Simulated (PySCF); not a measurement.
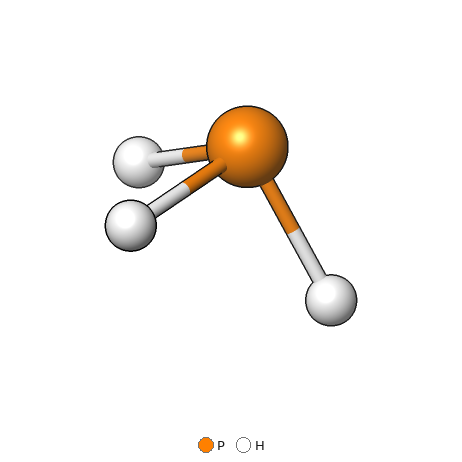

The geometry was computed by an optimisation with PBE0-D3(BJ)/def2-SVP. No frequency run is at hand to confirm it as a minimum.

Give the structural formula.

SMILES: P

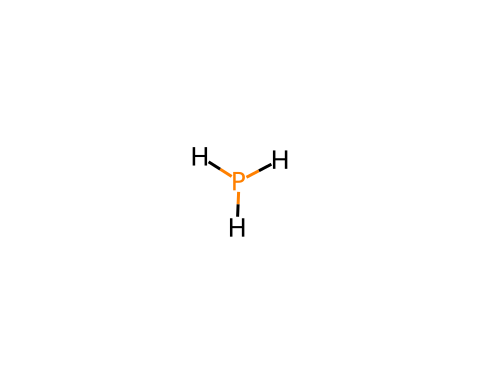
